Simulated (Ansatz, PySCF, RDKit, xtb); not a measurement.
# C2H5Al: a search for the lowest isomer, part 1 of 2

Given the formula C2H5Al and nothing else, which arrangement of the atoms is the most stable in the gas at 298.15 K, and what are its properties?

The funnel: GFN2-xTB relaxations, single points with a density functional, relaxations at r2SCAN-D4/def2-TZVP, harmonic vibrations, and a last energy at a higher level. All values are calculated.

4 further runs of the same task are left out: 4 set aside as unsound or not needed.

### 1 Possible bonding patterns

All bonding patterns within simple valence rules are listed by program: one Lewis structure each, at most two rings and one unusual centre or charged pair. O–O, O–halogen and N–halogen bonds and N–N–N chains are not drawn. That gives 12 candidates.

```tsv
label	SMILES	spin
c050	C[C][AlH2]	triplet
c185	[CH][CH2][AlH2]	triplet
c328	C[CH-][AlH+]	singlet
c563	C=[CH][AlH2]	singlet
c656	C[CH2][Al]	singlet
c668	[CH][AlH][CH3]	singlet
c679	[CH][AlH][CH3]	triplet
c683	C[C][AlH2]	singlet
c696	[CH2-][Al+][CH3]	singlet
c766	[CH2]1[CH2][AlH]1	singlet
c779	[CH][CH2][AlH2]	singlet
c995	C[CH2][Al]	triplet
```

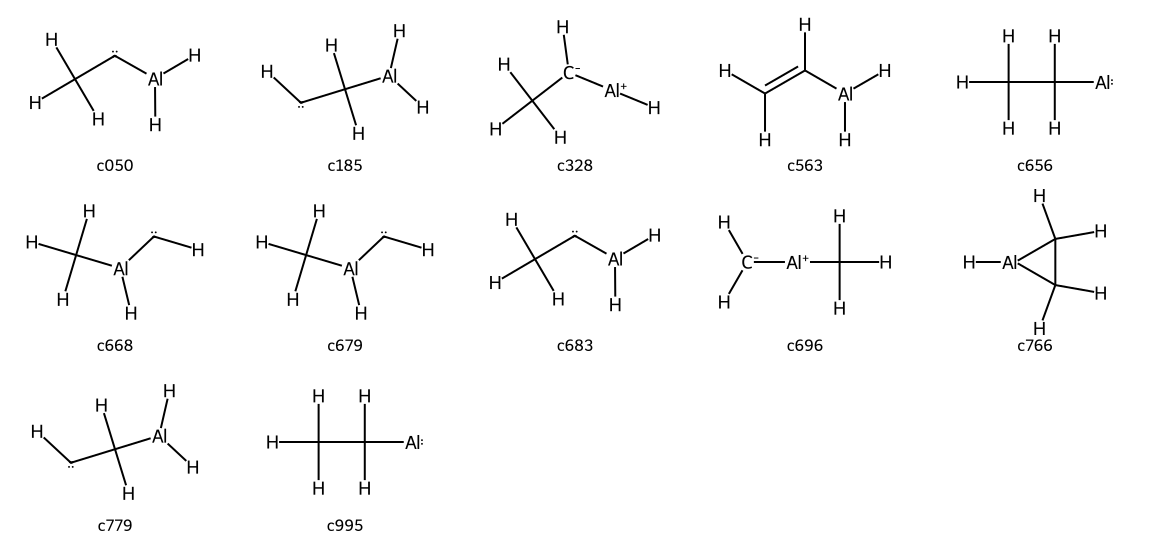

Structural formulas of the candidates.

Candidates are built by distance geometry, with a force field where one applies, in up to four conformers (letters a to d). 11 starts with atoms placed at random are added, to find patterns that the rules miss.

### 2 Search with GFN2-xTB

All 23 starts are relaxed the same way. One of them, c781 (atoms placed at random), in full:

start.xyz reads:

```xyz
8
c781
C     -1.045100    -0.055800    -1.467050
C      1.731560    -0.314200    -0.298890
Al    -0.105410    -0.846960     0.185770
H      1.273420    -0.846620    -0.938790
H     -1.656840     0.172630    -0.294770
H     -1.765190    -1.361290     0.729950
H      1.718590     0.148600    -1.576730
H     -1.633210     0.689290    -1.273480
```

Launch:

```sh
xtb start.xyz --gfn 2 --opt
```

The program printed (excerpt; [...] marks lines left out):

```text
* xtb version 6.7.1
[...]
          :  # basis functions                  23          :
[...]
          :  # electrons                        16          :
[...]
          :  Hamiltonian                  GFN2-xTB          :
[...]
          :  net charge                          0          :
          :  unpaired electrons                  0          :
[...]
   *** convergence criteria satisfied after 19 iterations ***
[...]
   *** GEOMETRY OPTIMIZATION CONVERGED AFTER 39 ITERATIONS ***
[...]
   *** convergence criteria satisfied after 3 iterations ***
[...]
         ::                     SUMMARY                     ::
         :::::::::::::::::::::::::::::::::::::::::::::::::::::
         :: total energy              -7.788616943561 Eh    ::
         :: gradient norm              0.000606280016 Eh/a0 ::
         :: HOMO-LUMO gap              2.147273016737 eV    ::
         ::.................................................::
         :: SCC energy                -7.895538450942 Eh    ::
         :: -> isotropic ES            0.028086729833 Eh    ::
         :: -> anisotropic ES          0.004958635803 Eh    ::
         :: -> anisotropic XC         -0.003065243961 Eh    ::
         :: -> dispersion             -0.002865150933 Eh    ::
         :: repulsion energy           0.106921507380 Eh    ::
         :: add. restraining           0.000000000000 Eh    ::
         :: total charge              -0.000000000000 e     ::
         :::::::::::::::::::::::::::::::::::::::::::::::::::::
[...]
         8        2.0000           -0.3270555              -8.8996 (HOMO)
         9                         -0.2481446              -6.7524 (LUMO)
[...]
     #   Z          covCN         q      C6AA      α(0)
     1   6 C        3.633    -0.175    24.366     7.105
     2   6 C        3.633    -0.175    24.366     7.105
     3  13 Al       2.566     0.304    95.994    20.056
     4   1 H        0.925     0.031     2.568     2.506
     5   1 H        0.924     0.031     2.571     2.508
     6   1 H        0.881    -0.080     4.920     3.472
     7   1 H        0.925     0.031     2.565     2.505
     8   1 H        0.925     0.032     2.565     2.504
[...]
     #   Z sym  total        # sym  WBO       # sym  WBO       # sym  WBO
 ---------------------------------------------------------------------------
     1   6 C    3.916 --     3 Al   1.069     8 H    0.942     5 H    0.941
                             2 C    0.912
     2   6 C    3.917 --     3 Al   1.069     7 H    0.942     4 H    0.941
                             1 C    0.912
     3  13 Al   3.238 --     2 C    1.069     1 C    1.069     6 H    0.901
     4   1 H    0.999 --     2 C    0.941
     5   1 H    0.999 --     1 C    0.941
     6   1 H    0.994 --     3 Al   0.901
     7   1 H    0.999 --     2 C    0.942
     8   1 H    0.999 --     1 C    0.942
 ---------------------------------------------------------------------------
[...]
molecular dipole:
                 x           y           z       tot (Debye)
 q only:       -0.113      -0.233       0.287
   full:       -0.046      -0.096       0.120       0.407
molecular quadrupole (traceless):
[...]
          | TOTAL ENERGY               -7.788616943561 Eh   |
          | GRADIENT NORM               0.000606280016 Eh/α |
          | HOMO-LUMO GAP               2.147273016737 eV   |
           -------------------------------------------------
[...]
```

Run time: 0.3 s. Hardware: 2 threads of Intel Xeon at 2.50GHz (Skylake/Cascade Lake), shared host.

### 3 Distinct minima at GFN2-xTB

23 of the 23 relaxations converged; 10 ended on a minimum already found. 13 distinct structures remain:

```tsv
label	start	SMILES after	spin	energy (kcal/mol)	note
c717	random and drawn	C=[CH][AlH2]	singlet	0.0	
c009	random and drawn	C[CH2][Al]	singlet	24.8	
c937	random and drawn	[CH2]1[CH2][AlH]1	singlet	30.8	
c696a	drawn	[CH2-][Al+][CH3]	singlet	33.6	
c179	random	[CH][C][AlH2].[H][H] ‡	singlet	34.2	fell apart
c183	random and drawn	C[CH-][AlH+]	singlet	34.5	
c683a	drawn	C[C][AlH2]	singlet	60.4	
c050a	drawn	C[C][AlH2]	triplet	62.2	
c185a	drawn	[CH]1[CH2][AlH2]1 ‡	triplet	66.6	bonds changed
c668a	drawn	[CH][AlH][CH3]	singlet	84.4	
c995a	drawn	C[CH2][Al]	triplet	85.7	
c679a	drawn	[CH][AlH][CH3]	triplet	86.1	
c857	random	[CH][Al][CH2].[H][H] ‡	singlet	130.9	fell apart
```

‡ marks the bonded skeleton alone, with all bonds drawn single: no Lewis structure was assigned that passes a check against the bond lengths.

GFN2-xTB has no spin polarisation, so it can't rank spin states and is rough for open shells.

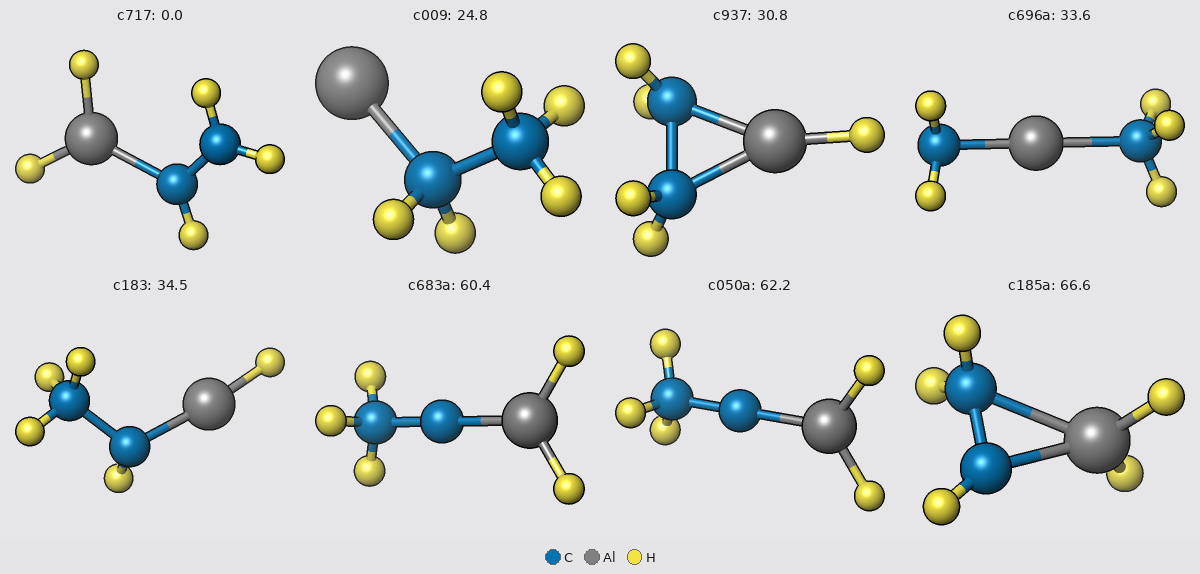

The 8 lowest minima that did not fall apart, with their GFN2-xTB energies in kcal/mol.

### 4 Second filter: single points

A choice of the minima (the low ones first, few conformers of a pattern, up to a cap) and the lowest that fell apart get a single point at r2SCAN-D4/def2-SVP on the tight-binding geometry, and one at HF/STO-3G for comparison. The lowest singlets are also tried as triplets at the same geometry (label ending in t). The first, c717:

input.yaml reads:

```yaml
crystal:
  periodic: [false, false, false]
  atoms:
    - {symbol: C, position_ang: [0.724135, 0.329147, -1.447112]}
    - {symbol: C, position_ang: [0.178473, -0.883815, -1.315243]}
    - {symbol: Al, position_ang: [-0.365877, -1.263368, 0.549204]}
    - {symbol: H, position_ang: [1.090388, 0.739178, -2.379640]}
    - {symbol: H, position_ang: [0.825233, 0.978964, -0.582157]}
    - {symbol: H, position_ang: [-0.096557, -0.159216, 1.605586]}
    - {symbol: H, position_ang: [0.097954, -1.500140, -2.211625]}
    - {symbol: H, position_ang: [-1.041320, -2.557989, 1.077827]}
basis:
  gaussian: {orbitals: def2-SVP}
hamiltonian: {xc: {name: r2SCAN}, dispersion: d4}
scf: {lower_state_search: off}
```

Launch:

```sh
ansatz run input.yaml --threads 2 --pin off --max-ram 4350MiB --events-out events.jsonl --progress --plain --runs-dir runs
```

The program printed (excerpt; [...] marks lines left out):

```text
Warning: RAYON_NUM_THREADS=2 ignored (pool sized by the plan → 2); use --threads N
Functional definition: r2SCAN
  name "r2SCAN"
[...]
799 factors; their error is unknown
[...]
mean field -8745.18368989 eV, -321.3795729051 hartree, gradient 2.7e-6 eV, S^2 0.000000; 0 other end points of the search recorded, 0 dependent functions left out
reference -8745.18370096 eV, -321.3795733119 hartree; 15, 15 occupied and 56, 56 virtual orbitals, 799 factors
Total energy: -8745.21220722 eV, -321.3806208975 hartree
Checks for a lower state left out: stability, starts, cluster_reference, orbital_swaps, neighbouring_geometries, increment
```

Wall time 1.8 s (2 threads of Intel Xeon at 2.50GHz (Skylake/Cascade Lake), shared host).

Relative energies in kcal/mol, each column from its lowest structure that stays in one piece:

```tsv
label	SMILES	spin	GFN2-xTB	HF/STO-3G	r2SCAN-D4/def2-SVP
c009	C[CH2][Al]	singlet	24.8	0.0	0.0
c717	C=[CH][AlH2]	singlet	0.0	9.5	4.7
c937	[CH2]1[CH2][AlH]1	singlet	30.8	31.4	20.7
c696a	[CH2-][Al+][CH3]	singlet	33.6	66.7	31.9
c009t	C[CH2][Al]	triplet	–	–	37.3
c050a	C[C][AlH2]	triplet	62.2	33.6	50.7
c183	C[CH-][AlH+]	singlet	34.5	87.0	51.4
c179	[CH][C][AlH2].[H][H] ‡	singlet	34.2	67.1	51.6
c937t	[CH2]1[CH2][AlH]1	triplet	–	–	86.8
c717t	C=[CH][AlH2]	triplet	–	–	94.0
```

‡ marks the bonded skeleton alone, with all bonds drawn single: no Lewis structure was assigned that passes a check against the bond lengths.

### 5 Third filter: density-functional geometries

3 candidates are relaxed at r2SCAN-D4/def2-TZVP (chosen among the lowest in one piece). The first, c009:

input.yaml reads:

```yaml
crystal:
  periodic: [false, false, false]
  atoms:
    - {symbol: C, position_ang: [-1.073199, -0.168874, -0.818548]}
    - {symbol: C, position_ang: [-0.041065, -0.845829, 0.110448]}
    - {symbol: Al, position_ang: [1.219282, 0.425246, 1.058385]}
    - {symbol: H, position_ang: [0.519024, -1.586013, -0.496035]}
    - {symbol: H, position_ang: [-0.602566, -1.470217, 0.834338]}
    - {symbol: H, position_ang: [-1.721736, -0.899180, -1.304188]}
    - {symbol: H, position_ang: [-1.703069, 0.519946, -0.253928]}
    - {symbol: H, position_ang: [-0.569431, 0.406300, -1.596771]}
basis:
  gaussian:
    orbitals: def2-TZVP
hamiltonian:
  xc: r2scan
  dispersion: d4
relax:
  f_tol: 0.003
scf:
  lower_state_search: "off"
```

Launch:

```sh
ansatz run input.yaml --threads 2 --pin off --max-ram 4350MiB --events-out events.jsonl --progress --plain --runs-dir runs
```

The program printed (excerpt; [...] marks lines left out):

```text
Warning: RAYON_NUM_THREADS=2 ignored (pool sized by the plan → 2); use --threads N
[...]
Functional definition: r2SCAN
  name "r2SCAN"
[...]
839 factors; their error is unknown
[...]
mean field -8750.04823544 eV, -321.5583416566 hartree, gradient 7.6e-6 eV, S^2 0.000000; 0 other end points of the search recorded, 0 dependent functions left out
[...]
reference -8750.04824641 eV, -321.5583420598 hartree; 15, 15 occupied and 114, 114 virtual orbitals, 839 factors
relax step   1: F+E_penalty+E_count = -8750.08159803 eV  Δ(F+E_penalty+E_count) = +0.000e0 eV  max|allowed force component| = 3.201e-1 eV/Å  Δτ_max = 0.0000 Å  (18 SCF iters, accepted)
[...]
relax step   5: F+E_penalty+E_count = -8750.10385486 eV  Δ(F+E_penalty+E_count) = -2.439e-5 eV  max|allowed force component| = 3.798e-3 eV/Å  Δτ_max = 0.0030 Å  (21 SCF iters, accepted)
[...]
Total energy: -8750.10387478 eV, -321.5603863648 hartree
Atom 0 at    -1.067569    -0.167997    -0.813952 Å, force    -0.001348     0.000401    -0.001048 eV/Å
Atom 1 at    -0.047904    -0.863629     0.105462 Å, force     0.001687    -0.000329     0.001545 eV/Å
Atom 2 at     1.184044     0.403180     1.033154 Å, force    -0.001369    -0.000299    -0.001081 eV/Å
Atom 3 at     0.547577    -1.585982    -0.474493 Å, force    -0.000062    -0.000249    -0.000393 eV/Å
Atom 4 at    -0.575142    -1.470418     0.858163 Å, force    -0.000432    -0.000148    -0.000196 eV/Å
Atom 5 at    -1.735096    -0.875870    -1.315603 Å, force     0.000981     0.000234     0.000924 eV/Å
Atom 6 at    -1.704410     0.528823    -0.259085 Å, force     0.000284     0.000180     0.000156 eV/Å
Atom 7 at    -0.574260     0.413271    -1.599945 Å, force     0.000260     0.000212     0.000093 eV/Å
Dipole moment:    -0.103438    -0.138408    -0.075063 e Å
Checks for a lower state left out: stability, starts, cluster_reference, orbital_swaps, neighbouring_geometries, increment
```

It took 19 s on 2 threads of Intel Xeon at 2.50GHz (Skylake/Cascade Lake), shared host.

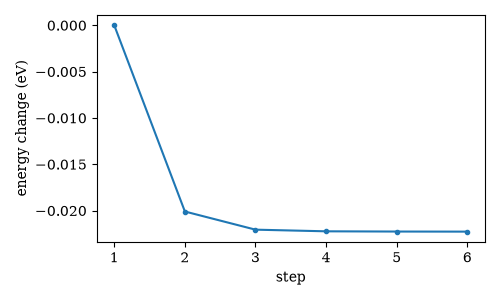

Energy along the run, all evaluated steps.

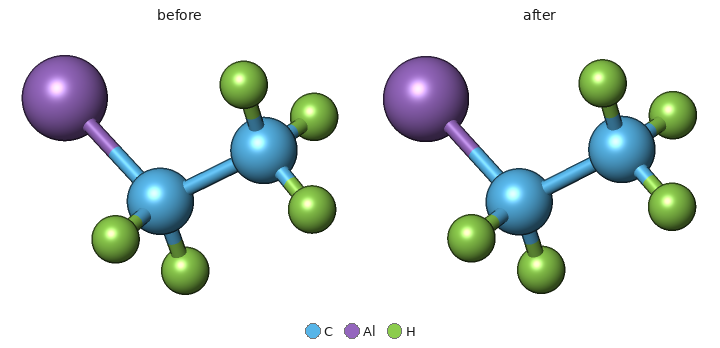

Before and after, at one scale.

After the run. Bond lengths: C1–C2 1.539 Å, C2–Al3 1.996 Å, C2–H4 1.101 Å, C2–H5 1.101 Å, C1–H6 1.095 Å, C1–H7 1.095 Å, C1–H8 1.095 Å. Some angles: C1–C2–Al3 113.6°, C1–C2–H4 109.9°, C1–C2–H5 109.9°, Al3–C2–H4 109.1°, Al3–C2–H5 109.1°, C2–C1–H6 112.7°, C2–C1–H7 111.7°, C2–C1–H8 111.7°, H4–C2–H5 104.9°, H6–C1–H7 106.8°.

### 6 After refinement

```tsv
label	spin	r2SCAN-D4/def2-SVP (kcal/mol)	r2SCAN-D4/def2-TZVP, relaxed (kcal/mol)	time
c009	singlet	0.0	0.0	19 s
c717	singlet	4.7	2.5	27 s
c937	singlet	20.7	18.2	19 s
```

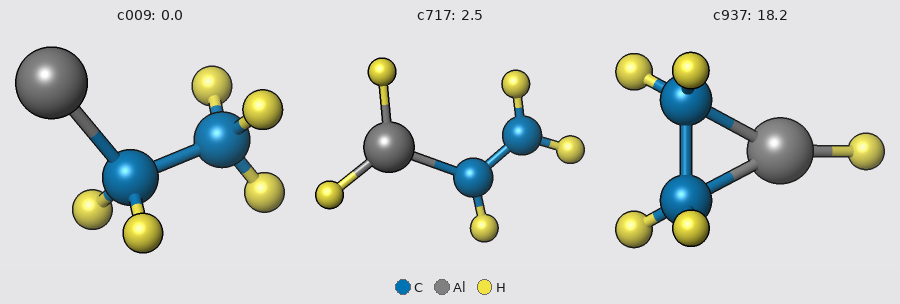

The relaxed structures, with energies at r2SCAN-D4/def2-TZVP in kcal/mol.

### 7 Vibrations and thermal terms

The lowest few in one piece go on as finalists. Harmonic vibrations at r2SCAN-D4/def2-TZVP test each finalist and give the zero-point energy and the thermal terms. The first, c009:

input.yaml reads:

```yaml
crystal:
  periodic: [false, false, false]
  atoms:
    - {symbol: C, position_ang: [-1.067569, -0.167997, -0.813952]}
    - {symbol: C, position_ang: [-0.047904, -0.863629, 0.105462]}
    - {symbol: Al, position_ang: [1.184044, 0.403180, 1.033154]}
    - {symbol: H, position_ang: [0.547577, -1.585982, -0.474493]}
    - {symbol: H, position_ang: [-0.575142, -1.470418, 0.858163]}
    - {symbol: H, position_ang: [-1.735096, -0.875870, -1.315603]}
    - {symbol: H, position_ang: [-1.704410, 0.528823, -0.259085]}
    - {symbol: H, position_ang: [-0.574260, 0.413271, -1.599945]}
basis:
  gaussian: {orbitals: def2-TZVP}
scf: {lower_state_search: "off"}
phonons: {}
hamiltonian: {xc: {name: r2SCAN}, dispersion: d4}
```

Launch:

```sh
ansatz run input.yaml --threads 2 --pin off --max-ram 4350MiB --events-out events.jsonl --progress --plain --runs-dir runs
```

The program printed (excerpt; [...] marks lines left out):

```text
Warning: RAYON_NUM_THREADS=2 ignored (pool sized by the plan → 2); use --threads N
Functional definition: r2SCAN
  name "r2SCAN"
[...]
839 factors; their error is unknown
[...]
mean field -8750.07043082 eV, -321.5591573219 hartree, gradient 6.8e-6 eV, S^2 0.000000; 0 other end points of the search recorded, 0 dependent functions left out
[...]
reference -8750.07044177 eV, -321.5591577241 hartree; 15, 15 occupied and 114, 114 virtual orbitals, 839 factors
[...]
839 factors; their error is unknown
mean field -8750.07027577 eV, -321.5591516240 hartree, gradient 5.5e-6 eV, S^2 0.000000; 0 other end points of the search recorded, 0 dependent functions left out
[...]
reference -8750.07028672 eV, -321.5591520262 hartree; 15, 15 occupied and 114, 114 virtual orbitals, 839 factors
[...]
839 factors; their error is unknown
[...]
Atom 1 at    -0.047904    -0.863629     0.105462 Å, force     0.001699    -0.000337     0.001538 eV/Å
Atom 2 at     1.184044     0.403180     1.033154 Å, force    -0.001368    -0.000293    -0.001080 eV/Å
Atom 3 at     0.547577    -1.585982    -0.474493 Å, force    -0.000070    -0.000243    -0.000389 eV/Å
Atom 4 at    -0.575142    -1.470418     0.858163 Å, force    -0.000437    -0.000149    -0.000196 eV/Å
Atom 5 at    -1.735096    -0.875870    -1.315603 Å, force     0.000989     0.000241     0.000929 eV/Å
Atom 6 at    -1.704410     0.528823    -0.259085 Å, force     0.000279     0.000186     0.000169 eV/Å
Atom 7 at    -0.574260     0.413271    -1.599945 Å, force     0.000261     0.000204     0.000100 eV/Å
Dipole moment:    -0.103438    -0.138408    -0.075064 e Å
Vibrations: 117.09 143.28 456.87 539.35 884.79 912.75 978.61 1189.67 1240.14 1398.87 1418.17 1489.37 1507.93 2964.20 3003.56 3004.12 3063.04 3068.95 cm⁻¹, zero-point energy 1.697391 eV
Checks for a lower state left out: stability, starts, cluster_reference, orbital_swaps, neighbouring_geometries, increment
```

Wall time 2.2 min (2 threads of Intel Xeon at 2.50GHz (Skylake/Cascade Lake), shared host).

### 8 Thermal terms of the finalists

At 298.15 K and 1 atm, ideal gas, rigid rotor and harmonic oscillator:

```tsv
label	SMILES	spin	point group	lowest mode (cm⁻¹)	zero-point (kcal/mol)	G − E (kcal/mol)
c009	C[CH2][Al]	singlet	Cs	117	39.1	22.1
c717	C=[CH][AlH2]	singlet	Cs	157	34.3	17.5
c937	[CH2]1[CH2][AlH]1	singlet	C2v	268	35.8	19.9
```

### 9 The final energy

Each finalist gets a single point at CCSD(T)/def2-TZVP.

c009, CCSD(T)/def2-TZVP:

input.yaml, as its differences from that of step 7:

```diff
@@ -13,4 +13,2 @@
   gaussian: {orbitals: def2-TZVP}
-scf: {lower_state_search: "off"}
-phonons: {}
-hamiltonian: {xc: {name: r2SCAN}, dispersion: d4}
+correlation: {method: ccsd_t, frozen_orbitals: {C: 1, Al: 5, H: 0}}
```

Launch:

```sh
ansatz run input.yaml --threads 2 --pin off --max-ram 4350MiB --events-out events.jsonl --progress --plain --runs-dir runs
```

The program printed (excerpt; [...] marks lines left out):

```text
Warning: RAYON_NUM_THREADS=2 ignored (pool sized by the plan → 2); use --threads N
Functional definition: HF
  name "HF"
[...]
869 factors; integrals over basis functions are off by at most 8.7e-4 eV
[...]
mean field -8722.93818142 eV, -320.5620655471 hartree, gradient 1.2e-6 eV, S^2 0.000000; 0 other end points of the search recorded, 0 dependent functions left out; unrestricted orbitals would lower it
7 core orbitals not correlated: weight in the atoms' cores, before any rotation towards them, 1.000 or more for the frozen orbitals, at most 0.000 for the correlated occupied ones
reference -8722.93818142 eV, -320.5620655471 hartree; 8, 8 occupied and 114, 114 virtual orbitals, 869 factors
second order -10.84598299 eV of doubles, -0.00000000 eV of singles
cycle   1  -11.53709653 eV  change   -6.9e-1 eV  update   8.4e-2
[...]
cycle  10  -11.96176952 eV  change    1.1e-5 eV  update   1.8e-5
perturbative correction -0.44263986 eV, -0.0162667149 hartree
Total energy: -8735.34259080 eV, -321.0179191839 hartree
```

Run time: 11 s. Hardware: 2 threads of Intel Xeon at 2.50GHz (Skylake/Cascade Lake), shared host; peak memory 0.64 GiB.

### 10 c717 at CCSD(T)/def2-TZVP

input.yaml reads:

```yaml
crystal:
  periodic: [false, false, false]
  atoms:
    - {symbol: C, position_ang: [0.744438, 0.360074, -1.472030]}
    - {symbol: C, position_ang: [0.179776, -0.829671, -1.221716]}
    - {symbol: Al, position_ang: [-0.376886, -1.272023, 0.581274]}
    - {symbol: H, position_ang: [1.076892, 0.663731, -2.464203]}
    - {symbol: H, position_ang: [0.902095, 1.095075, -0.684158]}
    - {symbol: H, position_ang: [-0.127315, -0.170262, 1.696462]}
    - {symbol: H, position_ang: [0.063377, -1.499833, -2.074797]}
    - {symbol: H, position_ang: [-1.049947, -2.664330, 0.936008]}
basis:
  gaussian: {orbitals: def2-TZVP}
correlation: {method: ccsd_t, frozen_orbitals: {C: 1, Al: 5, H: 0}}
```

Launch:

```sh
ansatz run input.yaml --threads 2 --pin off --max-ram 4350MiB --events-out events.jsonl --progress --plain --runs-dir runs
```

The program printed (excerpt; [...] marks lines left out):

```text
Warning: RAYON_NUM_THREADS=2 ignored (pool sized by the plan → 2); use --threads N
Functional definition: HF
  name "HF"
[...]
868 factors; integrals over basis functions are off by at most 1.1e-3 eV
[...]
mean field -8722.93629772 eV, -320.5619963227 hartree, gradient 2.7e-6 eV, S^2 0.000000; 0 other end points of the search recorded, 0 dependent functions left out
7 core orbitals not correlated: weight in the atoms' cores, before any rotation towards them, 1.000 or more for the frozen orbitals, at most 0.000 for the correlated occupied ones
reference -8722.93629772 eV, -320.5619963227 hartree; 8, 8 occupied and 114, 114 virtual orbitals, 868 factors
second order -10.68798130 eV of doubles, -0.00000000 eV of singles
cycle   1  -11.29512793 eV  change   -6.1e-1 eV  update   7.9e-2
[...]
cycle   9  -11.72551594 eV  change    2.5e-6 eV  update   1.0e-5
perturbative correction -0.48104498 eV, -0.0176780770 hartree
Total energy: -8735.14285864 eV, -321.0105791625 hartree
```

Run time: 11 s. Hardware: 2 threads of Intel Xeon at 2.50GHz (Skylake/Cascade Lake), shared host; peak memory 0.64 GiB.

For c009 the log finds that unrestricted Hartree-Fock orbitals lie lower, a sign to watch the closed-shell reference there.

(Continued in part 2 of 2.)
